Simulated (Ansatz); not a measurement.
# Single-point calculation, with input and output: CH$_{8}$OSi

The run: single-point calculation of CH$_{8}$OSi. Method and program: RKS PBE0-D4/def2-TZVPP (Ansatz 0.2.0).

The geometry is the reactant side of a reaction. The reaction was set up to form Si1–C7 and O2–H6 and to break Si1–O2 and H6–C7 (atoms counted from 1 in the order of the input); sticks are drawn by distance alone. The geometry comes from this level: PBE0-D4/def2-TZVP.

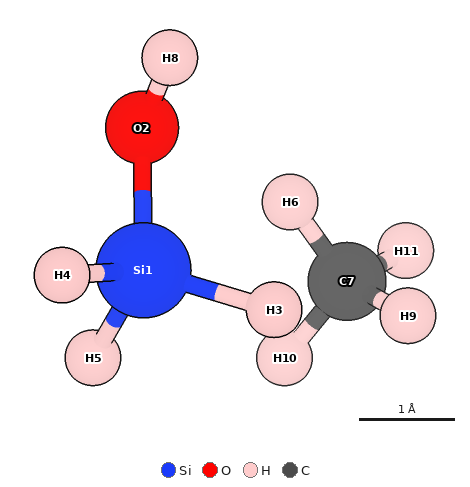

Fig. 1: The input geometry (ball-and-stick view, seen at a tilt; atoms are numbered from 1 in the order of the input). Bond lengths as drawn: C–H 1.09 Å, H–O 0.96 Å, H–Si 1.48 to 1.49 Å and O–Si 1.65 Å.

Summary

| quantity | value |
| --- | --- |
| outcome | converged |
| total energy | −11087.8105 eV |
| mean-field energy | −11087.6994 eV |
| dispersion energy | −0.1111 eV |
| SCF solution under orbital rotations | stable |
| HOMO | −8.74 eV |
| LUMO | 0.01 eV |
| hardware | 4 threads of Arm Neoverse V1, 23 GiB of memory available, shared host |
| wall time | 1.6 s (CPU time 5.8 s) |
| peak memory | 0.43 GiB |

Input
```yaml
crystal:
  periodic: [false, false, false]
  atoms:
    - {symbol: Si, position_ang: [-1.427265, 0.349752, 1.012437]}
    - {symbol: O, position_ang: [-0.013292, 0.989546, 1.570389]}
    - {symbol: H, position_ang: [-1.356173, -1.133161, 0.904115]}
    - {symbol: H, position_ang: [-2.567049, 0.689143, 1.908733]}
    - {symbol: H, position_ang: [-1.644128, 0.943750, -0.325753]}
    - {symbol: H, position_ang: [1.432748, 0.121101, -0.621010]}
    - {symbol: C, position_ang: [1.346840, -0.513897, -1.502535]}
    - {symbol: H, position_ang: [0.276294, 0.732850, 2.446413]}
    - {symbol: H, position_ang: [0.889126, -1.463585, -1.224856]}
    - {symbol: H, position_ang: [0.726109, -0.017493, -2.248277]}
    - {symbol: H, position_ang: [2.336692, -0.698008, -1.919656]}
basis:
  gaussian: {orbitals: def2-TZVPP}
hamiltonian: {xc: pbe0, dispersion: d4}
output: {orbitals: {seedname: orbitals}}
```

Command:
```bash
ansatz run in.yaml --threads 4 --pin off --events-out ev --progress --plain --max-ram 9574MiB
```

Log
```
Functional definition: PBE0
  name "PBE0"
  cite "Adamo & Barone, J. Chem. Phys. 110, 6158 (1999) doi:10.1063/1.478522"
  cite "Perdew, Burke & Ernzerhof, Phys. Rev. Lett. 77, 3865 (1996) doi:10.1103/PhysRevLett.77.3865"
  parent pbe
  parameter a = 0.25
  parameter kappa = 0.804
  parameter beta = 0.06672455060314922
  exchange = (1 - a)*pbe_x(kappa = kappa, mu = beta*pi^2/3) + a*exact_x
  correlation = pbe_c(beta = beta)
1094 factors; their error is unknown
mean field evaluation 1: about -11079.3192 eV, gradient 6.7e1 eV
mean field evaluation 2: about -11071.2556 eV, gradient 9.2e1 eV
mean field evaluation 4: about -11087.6601 eV, gradient 3.3e0 eV
mean field evaluation 8: about -11087.6994 eV, gradient 4.4e-2 eV
mean field -11087.69936328 eV, -407.4654360881 hartree, gradient 2.5e-5 eV, S^2 0.000000; 0 other end points of the search recorded, 0 dependent functions left out
reference -11087.69939721 eV, -407.4654373349 hartree; 18, 18 occupied and 198, 198 virtual orbitals, 1094 factors
Total energy: -11087.81046470 eV, -407.4695189899 hartree
```

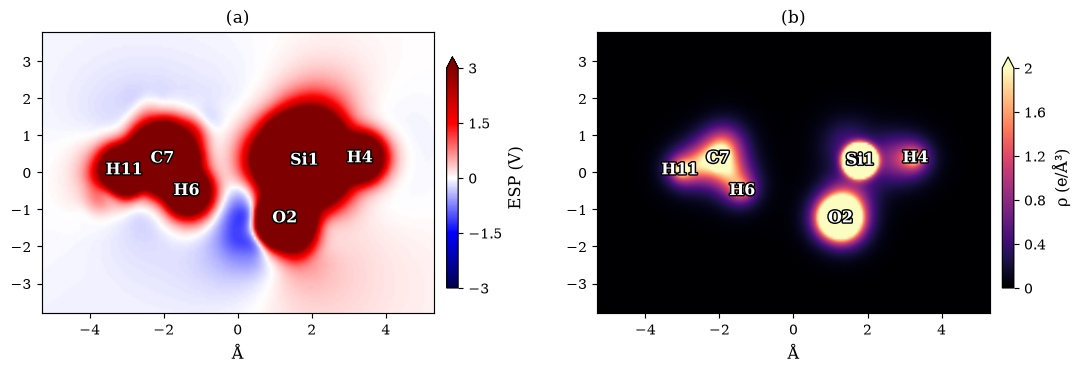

Fig. 2: (a) electrostatic potential; (b) total electron density on the plane of atoms O2, Si1 and H4. Si–O (1.65 Å): ρ at the midpoint is about 1.2 e/Å³. C–H (1.09 Å): ρ is about 2 e/Å³ halfway.

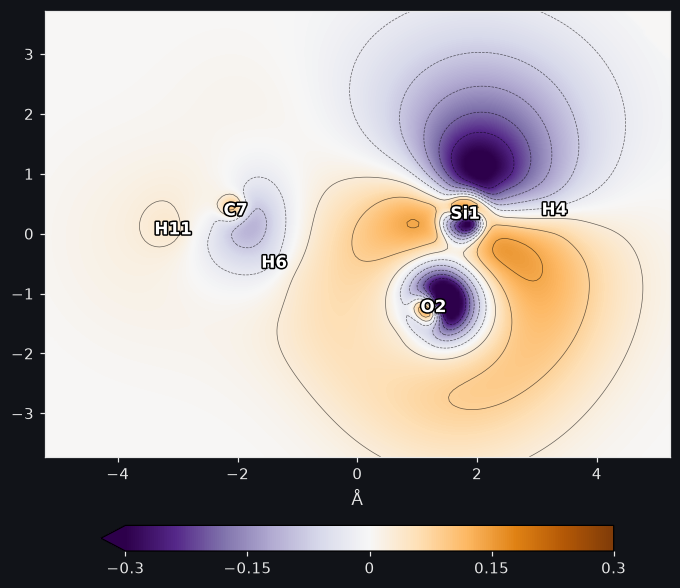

Fig. 3: One frontier orbital on the plane of atoms O2, Si1 and H4 (values in Å⁻³ᐟ²; the overall sign is arbitrary). The LUMO, at 0.01 eV. Its weight (Hirshfeld) is mainly on Si1 (50 %), H8 (20 %) and O2 (10 %).

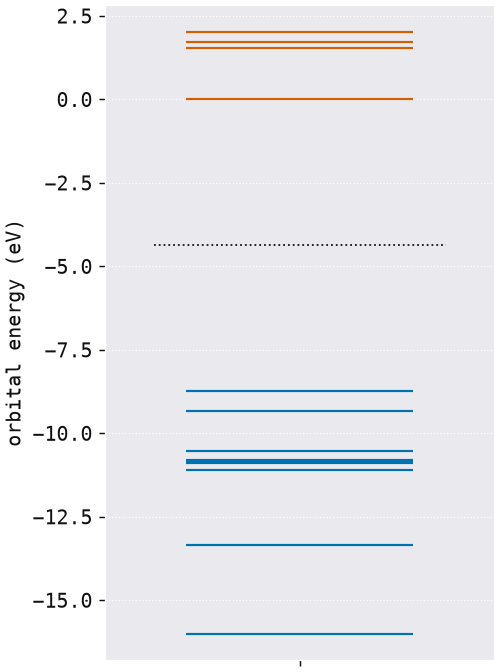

Fig. 4: Orbital energies near the frontier; the dotted line parts filled from empty levels, and levels within 0.02 eV of each other stand side by side. Highest filled −8.74 eV, lowest empty 0.01 eV, 8.75 eV apart.
